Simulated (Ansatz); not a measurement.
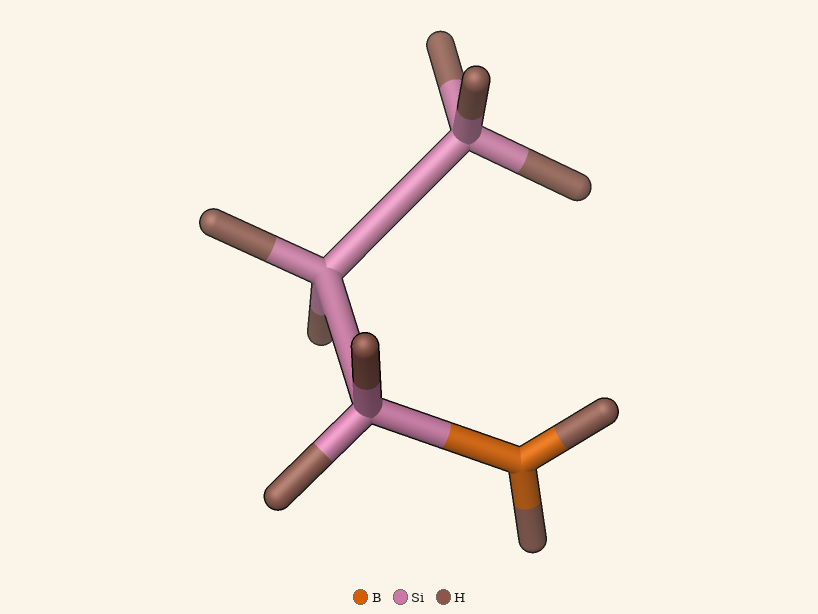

Computed geometry: PBE0-D4/def2-TZVP optimisation.

Give the structural formula.

SMILES: B[SiH2][SiH2][SiH3]

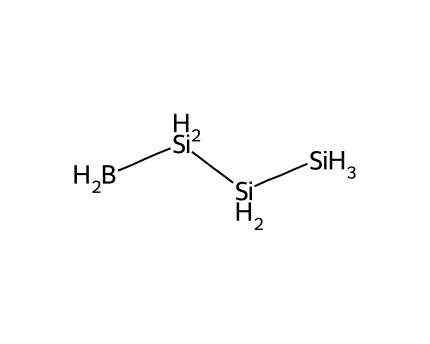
